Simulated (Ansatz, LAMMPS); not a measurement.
# Squeezing and shearing amorphous Ge (61 atoms): runs compared

Aim: relax amorphous Ge (61 atoms), then change its volume and shape to read moduli from the stress.

Computed with Ansatz 0.2.0: Kohn-Sham DFT, PBEsol, PAW (set soft_1), plane waves.

## (1) The cell as built

The cell holds 61 atoms: 61 Ge. Its edges and angles: a = 11.317 Å, b = 11.317 Å, c = 11.317 Å, α = 90.0°, β = 90.0°, γ = 90.0°. 61 atoms (61 Ge) placed at random at 5.08 g/cm³, melted at 3500 K for 10 ps at fixed volume with the Tersoff potential (Tersoff, Phys. Rev. B 39, 5566 (1989)). Quenched from 3500 K to 100 K at 5 K/ps and fixed volume, held 5 ps, then minimised at fixed cell.

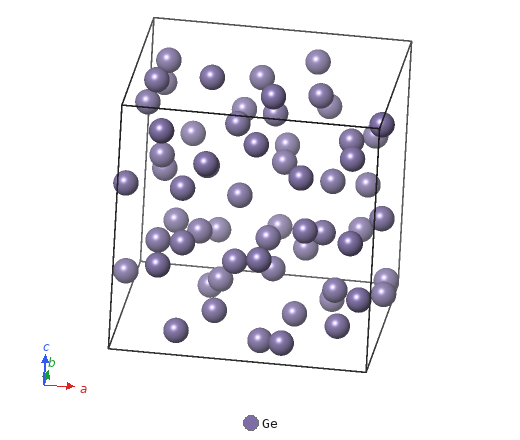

The cell as built. Some periodic images of atoms are drawn too.

Limits known from the start: The quench rate of 5 K/ps is many orders above laboratory rates, so the cell is likely richer in defects and strain than a real sample. The starting topology of bonds comes from the classical model, and needn't be the one that DFT or experiment would give. Only the Γ point is sampled.

## (2) The reference run

The reference is a single point at the end of the relaxation.

Every strained cell starts from the geometry of this run, and its atoms are relaxed with the cell held.

Its input, with most atom lines left out:

```yaml
crystal:
  lattice:
    - [11.52622, -0.23354, -0.23041]
    - [-0.23354, 11.12276, 0.19442]
    - [-0.23041, 0.19442, 11.19428]
  atoms:
    - { symbol: Ge, position: [0.14293, 0.00321, 0.37778] }
    - { symbol: Ge, position: [0.50832, 0.25864, 0.78924] }
    - { symbol: Ge, position: [0.37745, 0.9292, 0.6883] }
    - { symbol: Ge, position: [0.52834, 0.63028, 0.79124] }
    - { symbol: Ge, position: [0.32956, 0.89909, 0.18997] }
    - { symbol: Ge, position: [0.87669, 0.90464, 0.63696] }
    - { symbol: Ge, position: [0.29993, 0.44534, 0.61444] }
    [... atom lines 8 to 61 left out ...]
kpoints:
  mp_grid: { grid: [1, 1, 1] }
hamiltonian:
  xc: pbesol
  pseudopotentials: { kind: paw, azcp: { folder: soft_1 }, xc_functional: pbe }
scf:
  occupations: { method: gaussian, width: 0.025 }
output:
  forces: true
  stress: true
  populations: true
  dos:
    method: { smearing: { sigma: 0.1 } }
    de: 0.1
    projected: { site_lists: { Ge: [Ge] } }
  eigenvalues: true
  write_density: true
  write_potential: true
  volumetric_format: npy
```

| Quantity | Value |
| --- | --- |
| free energy per atom | -4253.3003 eV/atom |
| r.m.s. force component | 0.00864 eV/Å |
| pressure | 0.009959 GPa |

Filled and empty levels are parted by 0.393 eV (at Γ alone); a semilocal functional tends to put such gaps too low. In a disordered cell it changes from sample to sample, and tail or defect levels can set it.

## (3) The runs

Each row is one run, on 4 threads of Arm Neoverse V2, shared host. The free energy is the program's total, comparable only between runs with the same functional, potentials and atoms.

| run | atoms | outcome | ionic steps, all passes | free energy (eV) | time | host memory (GiB) |
| --- | --- | --- | --- | --- | --- | --- |
| Single point at the start | 61 | converged | - | -259449.561 | 18 s | 2.1 |
| Cell and atoms relaxed | 61 | converged | 8 | -259451.316 | 2.5 min | 2.2 |
| Single point at the relaxed geometry | 61 | converged | - | -259451.316 | 34 s | 2.2 |
| Volume -3 % | 61 | converged | 3 | -259451.082 | 60 s | 2.1 |
| Volume +3 % | 61 | converged | 3 | -259451.113 | 65 s | 2.3 |
| Volume -6 % | 61 | converged | 6 | -259450.351 | 1.9 min | 2.1 |
| Volume +6 % | 61 | converged | 3 | -259450.535 | 69 s | 2.3 |
| Volume -10 % | 61 | converged | 7 | -259448.473 | 2.2 min | 2.0 |
| Stretched by 1 % along x | 61 | converged | 2 | -259451.278 | 43 s | 2.2 |

In some runs the program notes that the SCF threshold is loose for the stress.

## (4) Pressure against volume

Atoms are relaxed at each volume, in the scaled cell.

| volume change (%) | volume (Å³/atom) | energy change (meV/atom) | pressure (GPa) | largest move on relaxing (Å) | bonds | gap (eV) |
| --- | --- | --- | --- | --- | --- | --- |
| -10 | 21.150 | 46.60 | 6.86 | 0.48 | 126 | 0.462 |
| -6 | 22.090 | 15.81 | 3.75 | 0.19 | 125 | 0.428 |
| -3 | 22.795 | 3.82 | 1.79 | 0.05 | 123 | 0.410 |
| +0 | 23.500 | 0.00 | 0.01 | - | 123 | 0.393 |
| +3 | 24.205 | 3.33 | -1.50 | 0.07 | 123 | 0.369 |
| +6 | 24.910 | 12.80 | -2.78 | 0.13 | 123 | 0.346 |

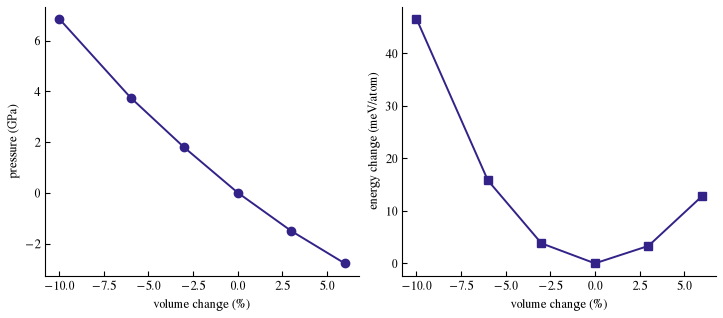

Pressure and energy against volume.

## (5) Uniaxial strain and shear

Stress (GPa, compression positive) less that of the relaxed cell, atoms relaxed:

| strain | xx | yy | zz | xy | energy change (meV/atom) |
| --- | --- | --- | --- | --- | --- |
| stretched by 1 % along x | -0.941 | -0.389 | -0.394 | 0.016 | 0.62 |

## (6) Outcome

The bulk modulus, from the slope of pressure against ln V over the three points nearest the relaxed volume, is 54.9 GPa; a quadratic over all points gives a pressure derivative of about 3.8. The count of bonds runs from 123 to 126 over the series, so at some points contacts cross the cutoffs. The gap goes from 0.462 eV at the smallest volume to 0.346 eV at the largest, -0.7 eV per unit of ln V by a straight line, on the run's k-points.

**Limits.** Strains are finite and relaxations stop at the force tolerance of the input, which can leave moduli too stiff; they are those of a static cell at zero temperature. Volumes are changed with the cell's shape held, so in an anisotropic solid the modulus lies over the one under free hydrostatic load. The program notes that the SCF threshold of the relaxations is loose for the stress.

The DFT runs together took 11 min of wall time.

[Logs are printed without paths, hosts, clocks, repeated set-up lines and the standing remarks that a program may print on its own settings, such as how far it seeks lower states.]

[Hosts, paths, dates, database ids (printed as entryN), source tags and the programs' standing remarks are cut or masked in the printed files.]
